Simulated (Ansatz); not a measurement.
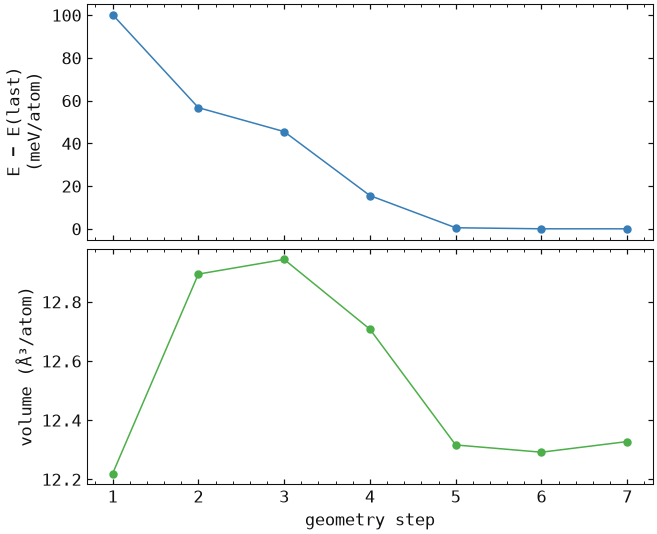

History of a geometry optimisation. Atoms and cell relax. A closing SCF on a freshly chosen basis isn't drawn.

The run: Si2B2W (P6/mmm, 5 atoms in the cell), by Ansatz 0.2.0, DFT PBE, scalar-relativistic, plane waves, PAW; cutoff 420 eV, 6×6×4 k-mesh, Gaussian smearing of 0.1 eV.

Q: How did the optimisation end?

A: The optimisation met its thresholds at geometry 7, counting the start as the first. The energy fell by about 100 meV/atom from the first step to the last. All forces vanish by symmetry, so only the cell moves.

Q: What happens to the cell?

A: The volume grows from 12.22 to 12.33 Å³ per atom (+0.9 %), overshooting to 12.94 at step 3. The start was compressed.

Q: By which step was nine tenths of the energy gained?

A: By step 5 of 7.
